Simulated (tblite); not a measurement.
**C$_{2}$H$_{14}$AsNSi$_{3}$: geometry relaxation (part 2 of 2)**

The same run, continued: C$_{2}$H$_{14}$AsNSi$_{3}$; GFN2-xTB geometry optimisation, gas phase (tblite 0.8.0). It belongs to a series of runs on one base structure; here: SiH2 inserted into a Si-As bond.

Geometry of the input (Å):
```
C  -2.2910  -0.4682  -0.4463
N  -1.3642  0.5726  -0.0038
C  -2.0870  1.7260  0.5214
Si -0.3078  -0.0895  1.3079
Si 1.1105  -1.5961  0.4693
Si 2.0876  -0.6947  -1.3301
As 3.1258  1.2922  -0.7131
H  -2.9428  -0.8146  0.3911
H  -1.7403  -1.3328  -0.8689
H  -2.9484  -0.0659  -1.2528
H  -1.3893  2.5233  0.8310
H  -2.7483  1.4515  1.3824
H  -2.7370  2.1624  -0.2749
H  0.4855  0.9933  1.9064
H  -1.1344  -0.7157  2.3627
H  2.1244  -1.9407  1.4788
H  0.3744  -2.7966  0.0613
H  3.0922  -1.6336  -1.8635
H  1.0720  -0.4120  -2.3431
H  3.9714  1.3259  -2.0208
H  4.2377  0.5300  0.0781
```

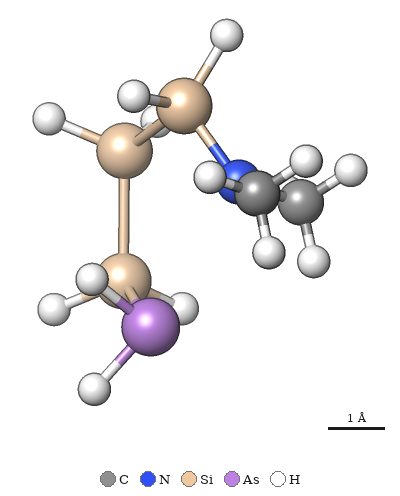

*The geometry at step 156 of the log (ball-and-stick view, seen at a tilt).*

### Trajectory as extended XYZ, continued
```
21
Properties=species:S:1:pos:R:3:forces:R:3 step=89 energy=-595.73608
C    -2.1894   -0.4355   -0.4609   -0.0200  -0.0110  -0.0100
N    -1.4064    0.4404    0.3709   -0.0090   0.0020   0.0020
C    -2.0622    1.7067    0.5653   -0.0130   0.0280  -0.0020
Si   -0.2781   -0.1511    1.5318    0.0280  -0.0020  -0.0090
Si    1.0657   -1.6819    0.4414   -0.0050   0.0020  -0.0100
Si    2.0368   -0.7496   -1.4583   -0.0090   0.0050  -0.0060
As    2.8321    1.3861   -0.9446   -0.0030  -0.0130  -0.0430
H    -3.1683   -0.6536   -0.0135    0.0060  -0.0080   0.0120
H    -1.6684   -1.3769   -0.6216    0.0140   0.0210   0.0030
H    -2.3672    0.0397   -1.4311    0.0170  -0.0230  -0.0090
H    -1.4172    2.3707    1.1337    0.0000  -0.0080   0.0040
H    -3.0130    1.5982    1.1022    0.0060   0.0030   0.0100
H    -2.2739    2.1669   -0.4041    0.0080   0.0040  -0.0080
H     0.4858    1.0659    1.8660    0.0120  -0.0040   0.0260
H    -0.8817   -0.5967    2.8082   -0.0190  -0.0040  -0.0040
H     2.1224   -2.0941    1.3826   -0.0030   0.0000   0.0010
H     0.3967   -2.9567    0.1266   -0.0020   0.0080   0.0120
H     3.0581   -1.6003   -2.0983    0.0000  -0.0040   0.0080
H     1.0275   -0.5739   -2.5226   -0.0020  -0.0120  -0.0210
H     4.0062    1.2471   -1.8781   -0.0200   0.0280   0.0450
H     3.6855    0.8656    0.1775    0.0140  -0.0140  -0.0040
21
Properties=species:S:1:pos:R:3:forces:R:3 step=111 energy=-595.74889
C    -2.0132   -0.3730   -0.5311    0.0120   0.0110   0.0160
N    -1.2550    0.4732    0.3552    0.0370   0.0060   0.0150
C    -1.8961    1.7461    0.5653    0.0040  -0.0070   0.0000
Si   -0.2437   -0.2058    1.5801   -0.0050   0.0130   0.0050
Si    1.0729   -1.7491    0.4710    0.0090   0.0160   0.0190
Si    1.9000   -0.8434   -1.5103   -0.0160   0.0120   0.0120
As    2.4032    1.4046   -1.1119    0.0180   0.0070   0.0000
H    -3.0046   -0.6062   -0.1212   -0.0120   0.0120  -0.0250
H    -1.4835   -1.3090   -0.6998   -0.0210   0.0090  -0.0010
H    -2.1497    0.1267   -1.4950   -0.0220   0.0060   0.0070
H    -1.2505    2.3839    1.1638   -0.0040  -0.0220  -0.0060
H    -2.8579    1.6407    1.0821   -0.0140   0.0090   0.0010
H    -2.0785    2.2354   -0.3954    0.0090  -0.0130  -0.0120
H     0.5228    0.9651    2.0418    0.0050  -0.0110   0.0060
H    -0.9691   -0.6739    2.7837   -0.0050  -0.0200  -0.0150
H     2.2053   -2.0858    1.3499    0.0080  -0.0200   0.0240
H     0.4120   -3.0506    0.2700    0.0030   0.0040  -0.0020
H     3.0239   -1.6025   -2.0896    0.0020   0.0090  -0.0060
H     0.8825   -0.8665   -2.5832    0.0240  -0.0170  -0.0030
H     3.7866    1.2986   -1.6978   -0.0350   0.0040   0.0110
H     2.9838    1.1083    0.2452    0.0030  -0.0090  -0.0450
21
Properties=species:S:1:pos:R:3:forces:R:3 step=133 energy=-595.79048
C    -1.7398   -0.2252   -0.6221   -0.0270  -0.0090   0.0030
N    -0.9879    0.5063    0.3675   -0.0490  -0.0070  -0.0190
C    -1.5671    1.8085    0.5761    0.0270   0.0190  -0.0100
Si   -0.2393   -0.3567    1.6721   -0.0140  -0.0240   0.0270
Si    1.1537   -1.8395    0.5747   -0.0330  -0.0490   0.0400
Si    1.7696   -0.9744   -1.4994   -0.0630   0.0340   0.0030
As    1.6454    1.3578   -1.4569   -0.0230  -0.0180  -0.0790
H    -2.7826   -0.3652   -0.3065   -0.0070  -0.0110  -0.0470
H    -1.2979   -1.2063   -0.7896   -0.0250   0.0220  -0.0160
H    -1.7399    0.3332   -1.5659   -0.0040  -0.0600   0.0130
H    -0.9561    2.3684    1.2758    0.0310   0.0400   0.0610
H    -2.5933    1.7578    0.9636    0.0310  -0.0310   0.0130
H    -1.5912    2.3433   -0.3773    0.0020   0.0690  -0.0240
H     0.4527    0.6907    2.4322    0.0160   0.0490   0.0050
H    -1.2102   -0.9138    2.6336   -0.0410  -0.0380   0.0290
H     2.3242   -2.1399    1.4097    0.0510   0.0250   0.0460
H     0.5079   -3.1575    0.4657   -0.0080  -0.0480  -0.0410
H     3.0822   -1.4331   -1.9799    0.0330  -0.0450  -0.0210
H     0.8278   -1.4456   -2.5404    0.0560  -0.0080  -0.0220
H     3.1386    1.4919   -1.5859   -0.0170   0.0500  -0.0330
H     1.7942    1.4163    0.0258    0.0640   0.0390   0.0740
21
Properties=species:S:1:pos:R:3:forces:R:3 step=156 energy=-595.85653
C    -1.7841   -0.1732   -0.6282   -0.0070   0.0330  -0.0060
N    -0.9645    0.4741    0.3689   -0.0230   0.0060   0.0160
C    -1.4266    1.8209    0.6048    0.0050  -0.0210   0.0030
Si   -0.3640   -0.4852    1.6963    0.0330  -0.0130  -0.0580
Si    1.1641   -1.8652    0.6363   -0.0360  -0.0300   0.0160
Si    1.8734   -0.9777   -1.4046   -0.0350   0.0080   0.0340
As    1.3298    1.2833   -1.4830    0.0340   0.0190   0.0540
H    -2.8379   -0.1878   -0.3266   -0.0590  -0.0290  -0.0030
H    -1.4625   -1.1991   -0.7955    0.0680  -0.0170   0.0400
H    -1.7128    0.3730   -1.5753    0.0100   0.0200  -0.0320
H    -0.8034    2.2812    1.3643    0.0210   0.0650   0.0420
H    -2.4714    1.8512    0.9386    0.0110  -0.0110   0.0010
H    -1.3420    2.4046   -0.3189   -0.0210  -0.0050  -0.0030
H     0.2652    0.5125    2.5742   -0.0070  -0.0010   0.0010
H    -1.4436   -1.0735    2.5202    0.0150   0.0080  -0.0450
H     2.2804   -2.0955    1.5664    0.0420   0.0110   0.0070
H     0.6465   -3.2285    0.4398   -0.0540  -0.0310   0.0110
H     3.2876   -1.2973   -1.6700    0.0130   0.0300  -0.0210
H     1.1545   -1.6305   -2.5228    0.0270  -0.0070   0.0020
H     2.6238    1.6731   -2.1567   -0.0180  -0.0280  -0.0160
H     1.9785    1.5567   -0.1553   -0.0190  -0.0070  -0.0410
21
Properties=species:S:1:pos:R:3:forces:R:3 step=178 energy=-595.86756
C    -1.7621   -0.1559   -0.6333   -0.0030   0.0090  -0.0040
N    -0.9465    0.4965    0.3651   -0.0120  -0.0080  -0.0070
C    -1.4165    1.8375    0.6224   -0.0070  -0.0110  -0.0020
Si   -0.3643   -0.4904    1.6834   -0.0170   0.0060  -0.0050
Si    1.1588   -1.8913    0.6447    0.0100   0.0130   0.0100
Si    1.8723   -0.9852   -1.3881   -0.0180   0.0140   0.0040
As    1.2790    1.2633   -1.4782    0.0110  -0.0140   0.0080
H    -2.8135   -0.2200   -0.3232    0.0150   0.0070   0.0040
H    -1.3977   -1.1672   -0.8142    0.0070   0.0190  -0.0040
H    -1.7207    0.4048   -1.5757    0.0130  -0.0010   0.0290
H    -0.7687    2.3141    1.3543    0.0060  -0.0040  -0.0150
H    -2.4449    1.8545    1.0028   -0.0110  -0.0210  -0.0050
H    -1.3833    2.4177   -0.3066   -0.0040   0.0040   0.0140
H     0.2247    0.4919    2.6037    0.0070  -0.0100   0.0030
H    -1.4836   -1.0951    2.4377    0.0180   0.0060   0.0010
H     2.2911   -2.1138    1.5606   -0.0080   0.0060   0.0030
H     0.6133   -3.2498    0.4855   -0.0170  -0.0080  -0.0150
H     3.3075   -1.2255   -1.6235    0.0110  -0.0130   0.0010
H     1.2202   -1.6668   -2.5289    0.0070  -0.0070   0.0060
H     2.5383    1.6367   -2.2262   -0.0020   0.0050  -0.0010
H     1.9878    1.5610   -0.1893   -0.0030   0.0060  -0.0230
21
Properties=species:S:1:pos:R:3:forces:R:3 step=200 energy=-595.87102
C    -1.7382   -0.1365   -0.6408    0.0040  -0.0010   0.0010
N    -0.9432    0.5074    0.3785    0.0000   0.0050   0.0030
C    -1.4442    1.8324    0.6570   -0.0020   0.0050   0.0000
Si   -0.3689   -0.4880    1.6929    0.0040   0.0040  -0.0060
Si    1.1412   -1.8935    0.6470   -0.0020  -0.0080   0.0040
Si    1.8987   -0.9902   -1.3703    0.0000   0.0040   0.0010
As    1.2727    1.2455   -1.5264    0.0010  -0.0020   0.0060
H    -2.7914   -0.2215   -0.3434    0.0050  -0.0060   0.0020
H    -1.3546   -1.1366   -0.8405   -0.0040  -0.0020  -0.0030
H    -1.6931    0.4465   -1.5685   -0.0080   0.0010  -0.0030
H    -0.8009    2.3163    1.3877   -0.0050  -0.0030   0.0000
H    -2.4695    1.8146    1.0466    0.0000   0.0030  -0.0020
H    -1.4364    2.4251   -0.2639    0.0060   0.0040   0.0020
H     0.2308    0.4830    2.6187    0.0010  -0.0020  -0.0070
H    -1.4874   -1.0888    2.4501    0.0020   0.0020   0.0030
H     2.2500   -2.1543    1.5799    0.0020  -0.0030  -0.0010
H     0.5660   -3.2363    0.4511    0.0000   0.0050  -0.0040
H     3.3443   -1.2164   -1.5564    0.0020   0.0000   0.0020
H     1.2940   -1.7032   -2.5178    0.0030  -0.0020   0.0000
H     2.5007    1.6051   -2.3310   -0.0060  -0.0010   0.0040
H     2.0202    1.6063   -0.2776   -0.0020  -0.0020  -0.0020
```

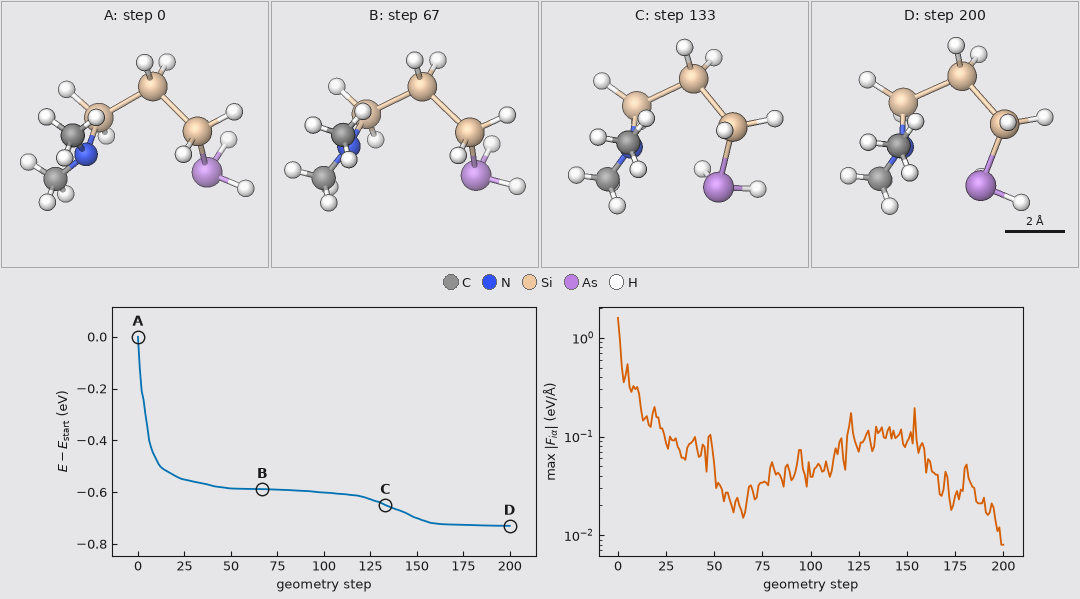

*Frames of the relaxation (ball-and-stick view, seen at a tilt) above the curves, on which the letters mark them (steps are counted from 0).*

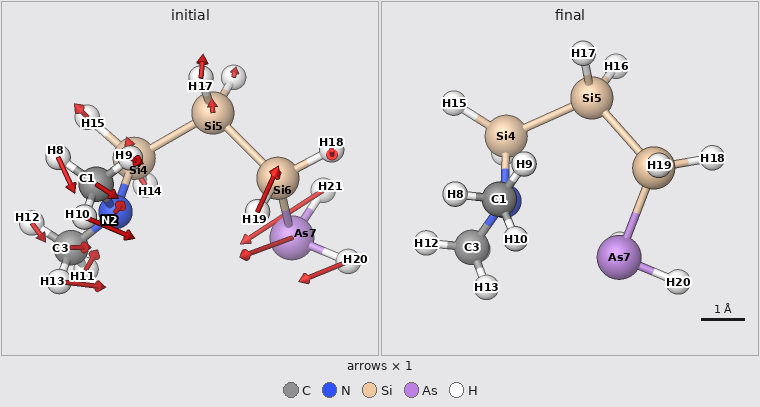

*Before (left) and after (right) the relaxation, at one scale (ball-and-stick view, seen at a tilt). The red arrows give the displacements, at true length.*

The energy falls by 0.730 eV in 200 geometry steps. The largest force component goes from 1.6 to 0.008 eV/Å. The largest move after the best rigid fit is that of H21, 2.48 Å. Largest moves by element: H 2.48 Å, As 1.99 Å, C 0.69 Å, Si 0.56 Å, N 0.56 Å. Distances before and after: Si5–Si6 2.237 → 2.337 Å, Si4–Si5 2.233 → 2.313 Å, N2–Si4 1.810 → 1.746 Å, As7–H21 1.563 → 1.499 Å. Among the angles that change: C3–N2–Si4 108.5° → 119.5°, Si5–Si4–H15 109.7° → 118.6°, C1–N2–Si4 109.2° → 117.3°. (Atoms are counted from 1 in the order of the input.)

### Results in brief

| quantity | value |
| --- | --- |
| outcome | converged |
| total energy | −595.8710 eV |
| wall time | 8 s |
| peak memory | 0.18 GiB |
